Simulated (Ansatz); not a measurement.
# A correction line for MP2/def2-TZVPP: atomisation enthalpy at 298 K

The atomisation enthalpy at 298 K in kJ/mol of 8 molecular compounds of B: x at MP2/def2-TZVPP, y from tabulated heats of molecules and atoms (NIST-JANAF tables). Shapes, held fixed at every level: PBE0-D4/def2-TZVP. Computed values hold a harmonic thermal term (PBE0-D4/def2-TZVP) and the atoms' spin-orbit lowering. Programs: Ansatz 0.2.0.

| molecule | x (kJ/mol) | y (kJ/mol) |
| --- | --- | --- |
| BBr3 (boron tribromide) | 1161 | 1110 |
| BBrCl2 (bromodichloroborane) | 1304 | 1262 |
| BCl3 (boron trichloride) | 1377 | 1337 |
| BBr2F (dibromofluoroborane) | 1432 | 1388 |
| BCl2F (dichlorofluoroborane) | 1581 | 1537 |
| BHF2 (SMILES FBF) | 1715 | 1681 |
| BClF2 (chlorodifluoroborane) | 1791 | ? |
| B(OH)F2 (difluorohydroxyborane) | 2339 | 2280 |

Q: Fit y = c + s·x to the known rows and predict y for BClF2.

A: 
1. Means of the 7 rows: x = 1558.43, y = 1513.6.
2. Σ(Δx)² = 905900, Σ(Δx·Δy) = 897304, so the slope is 897304/905900 = 0.99051.
3. Intercept: 1513.6 − (0.99051) × 1558.43 = -30.0. The largest residual of the fit is 12.
4. BClF2: -30.0 + 0.99051 × 1791 = 1744 kJ/mol.

The tabulated heats give 1736 kJ/mol, so the prediction is off by +8 kJ/mol, within the largest residual. Uncorrected, MP2/def2-TZVPP misses BClF2 by +55 kJ/mol, and the other rows by 45 on average. With references in doubt, neither the misses nor the line can be laid on the level alone. Left out in turn, the other rows are missed by 10 kJ/mol on average, so much of the error is systematic among these molecules. The tabulated values of BBr3, BBrCl2, BBr2F, BCl2F, BHF2, BClF2, B(OH)F2 are in doubt (older tables, estimates, or at odds with other calculations) and kept here. Relativity is left out for Br. Outer-core shells of Br are correlated, in sets that cover them unevenly.

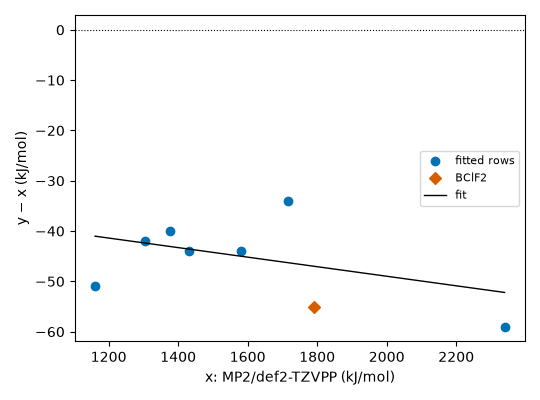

The correction y − x against x, with the fitted line and the withheld molecule.
